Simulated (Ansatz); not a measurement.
**H4O3Si···F (doublet): density, localisation and related maps**

Input file:

```
crystal:
  periodic: [false, false, false]
  atoms:
    - { symbol: Si, position_ang: [0.0, 0.0, 0.0] }
    - { symbol: H, position_ang: [0.0, 0.0, 1.71] }
    - { symbol: O, position_ang: [1.5842, 0.0, -0.5594] }
    - { symbol: H, position_ang: [1.9006, -0.9521, -0.6761] }
    - { symbol: O, position_ang: [-0.7913, 1.3709, -0.5594] }
    - { symbol: H, position_ang: [-1.7491, 1.1401, -0.7818] }
    - { symbol: O, position_ang: [-0.7913, -1.3709, -0.5594] }
    - { symbol: H, position_ang: [-1.2459, -1.8365, 0.2129] }
    - { symbol: F, position_ang: [0.0, 0.0, 2.93] }
magnetization:
  spin_polarized: true
  initial_magnetization: 1
basis:
  gaussian: { orbitals: def2-SVP }
hamiltonian:
  xc: lda
relax:
  f_tol: 0.15
  max_steps: 25
  restrain:
    - { distance: [1, 8], at: 2.12, k: 30.0 }
    - { distance: [0, 1], at: 1.46, k: 30.0 }
output:
  orbitals: {}
```

Command:

```sh
ansatz run input.yaml --threads 4 --pin off --max-ram 5120MiB --backend cpu --events-out ev --progress --plain --runs-dir out
```

The fields are those of the run's last geometry, not of the input's.

Not at a stationary point (largest force 1.5 eV/Å).

These are results of UKS LDA/def2-SVP (Ansatz), not measurements.

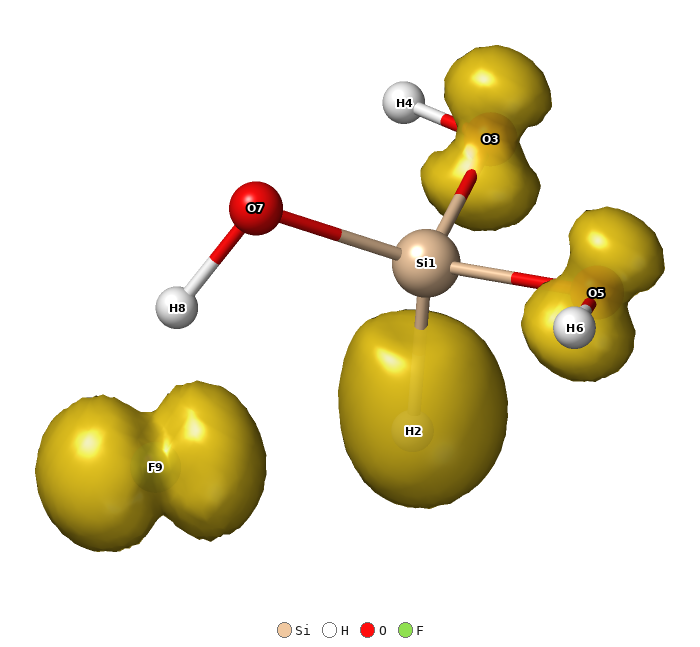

Figure 1. Isosurfaces of the spin density at +0.05 (yellow) and −0.05 e/Å³ (cyan), seen at an oblique angle.

Where is the unpaired spin?

The unpaired spin (1 electron) lies mostly on F9 (about 0.5), H2 (about 0.2), O3 (about 0.1), Si1 (about 0.1) and O5 (about 0.1), in electrons by Hirshfeld's partition. Only one sign reaches the isovalue.

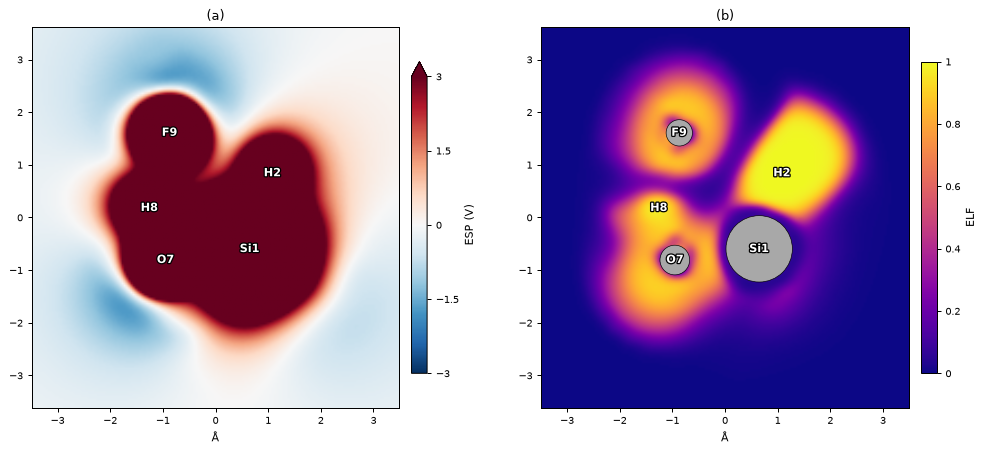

Figure 2. (a) electrostatic potential; (b) ELF on the plane of atoms Si1, O7 and H8. Grey discs cover the atomic cores in the ELF map.

What do the fields say about this system?

The plane passes through Si, H, O and F nuclei.
F9···H8 (1.48 Å): the ELF dips to about 0.30 between them; by its geometry a hydrogen bond between the two molecules, with no shared pair.
Si–O (1.62 Å): the ELF peaks at about 0.85 between the atoms: a short, strongly polar bond.
Si–H (1.50 Å): the ELF climbs to about 1 towards the hydrogen, as it does in any bond to H.
The ELF also peaks beside O7, away from the bonds: non-bonding electrons, paired or unpaired.
Outside the dense part of the complex the potential is most negative (−1.7 V) near O7.

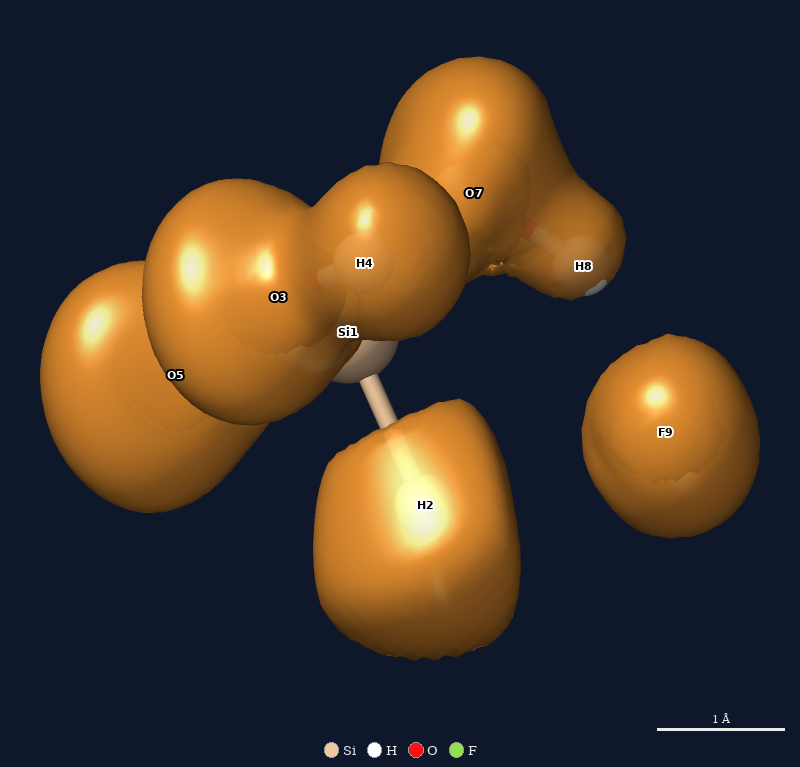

Figure 3. Isosurface of the ELF at 0.75 (orange), seen from one side. Only the valence region is drawn (cores and ρ < 0.01 e/Å³ removed).

Identify the bonds, lone pairs and shells in this picture.

The surface consists of one region around a hydrogen nucleus, one region wrapped around F (its valence shell) and three joined regions spread over several atoms (H, O), in which their bonds and any lone pairs are merged.
